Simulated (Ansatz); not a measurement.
C$_{3}$H$_{4}$FGeNS (SMILES Fc1ncs[c]1[GeH3])

```
atom    x (Å)    y (Å)    z (Å)
   C  -1.7581  -0.3238  -0.8239
   C  -2.4425  -0.8157  -2.8154
   C  -1.1220   0.7189  -1.4538
   F  -1.6847  -0.5280   0.4779
  Ge  -0.0101   2.0941  -0.6624
   N  -2.4889  -1.1757  -1.5662
   S  -1.4958   0.5891  -3.1312
   H  -2.9547  -1.3454  -3.6216
   H   0.4549   3.0241  -1.7933
   H  -0.8294   2.8822   0.3700
   H   1.2014   1.4411   0.0190
```

Geometry: PBE0-D3(BJ)/def2-SVP.

All numbers below come from isolated molecule in a Gaussian basis; Kohn-Sham density functional theory, functional PBE0 in Ansatz 0.2.0.

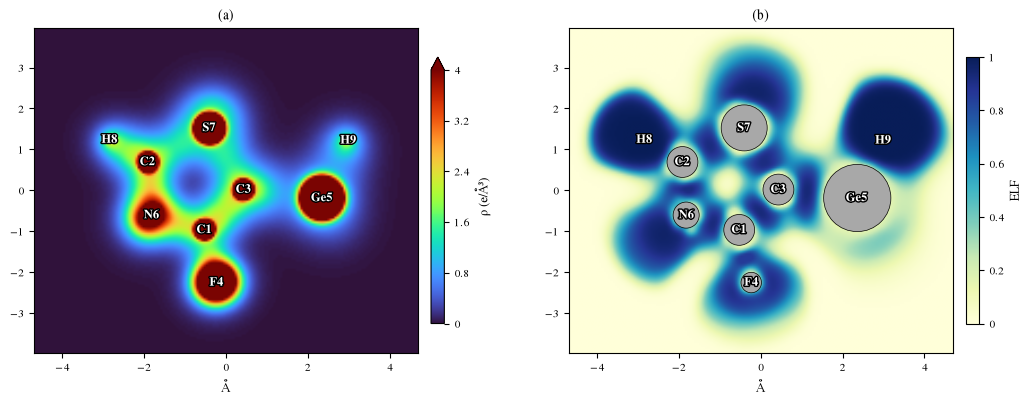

Figure 1. (a) total electron density; (b) electron localisation function on the plane of atoms C2, S7 and C3. Grey discs cover the atomic cores in the ELF map.

### What do the fields say about this system?

- The plane passes through C, F, Ge, N, S and H nuclei.
- C–N (1.30 Å): the density is about 2.6 e/Å³ at the midpoint; the ELF peaks at about 0.90 between the atoms: localised, covalent bonding.
- C–F (1.32 Å): the density is about 2.4 e/Å³ at the midpoint; the ELF peaks at about 0.85 between the atoms: a polar covalent bond.
- C–C (1.37 Å): ρ is about 2.1 e/Å³ halfway; the ELF peaks at about 0.95 between the atoms, as expected for localised, covalent bonding.
- C–S (1.72 Å): the density is about 1.5 e/Å³ at the midpoint; the ELF peaks at about 0.90 between the atoms (localised, covalent bonding).
- C–Ge (1.94 Å): ρ is about 0.87 e/Å³ halfway; the ELF peaks at about 0.95 in the valence shell of C, 0.7 Å from its nucleus, and is about 0.65 at the midpoint.
- The ELF also peaks beside F4, N6 and S7, away from the bonds: lone-pair regions.

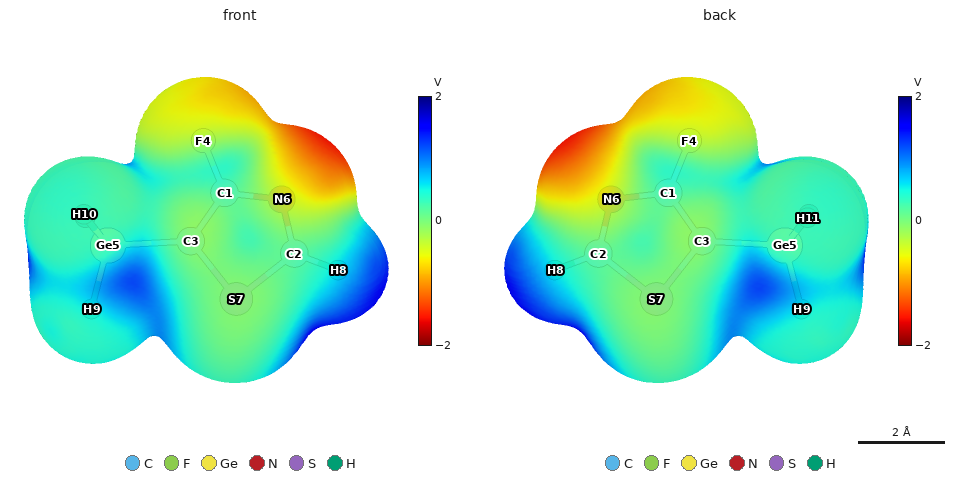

Figure 2. The molecular electrostatic potential painted on the density surface at 0.002 e/bohr³, seen from the front and from behind; red is negative and blue positive.

### Where is the surface potential most negative and most positive?

The most negative region (about −1.5 V) lies over N6, the most positive (about +1.5 V) over C2, S7 and H8. N6 is the likeliest acceptor of a hydrogen bond.

### What dipole moment does the calculation give?

Its dipole moment is 2.39 D.

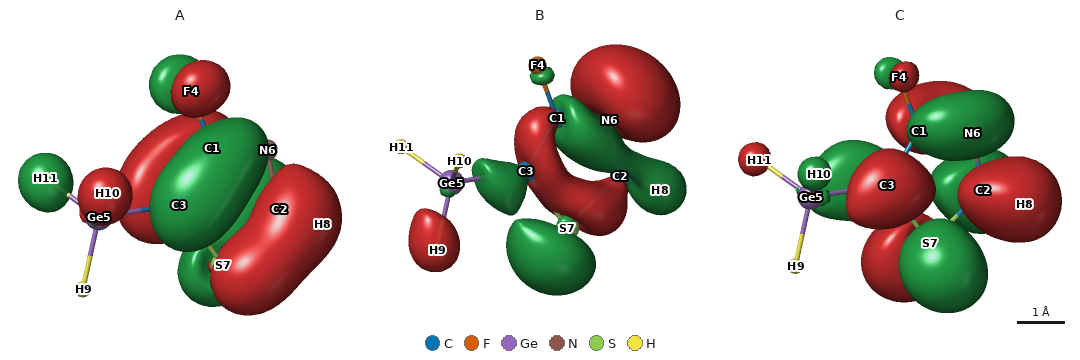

Figure 3. Three frontier orbitals at ±0.08 Å⁻³ᐟ² (green and red are the two phases), in no order.

### Order the three orbitals by energy and name them.

B is the HOMO−1 (−8.59 eV). It lies mainly on N6 (about 60 %), S7 (about 15 %), C2 (about 10 %) and C1 (about 5 %). A is the HOMO (−7.34 eV). Its weight (Hirshfeld) is mainly on C3 (about 25 %), C1 (about 20 %), C2 (about 20 %), S7 (about 15 %) and F4 (about 10 %). C is the LUMO (−1.33 eV). It lies mainly on C2 (about 30 %), S7 (about 25 %), C3 (about 15 %), N6 (about 15 %) and C1 (about 10 %).

### What is the HOMO–LUMO gap?

6.01 eV between the orbital energies.
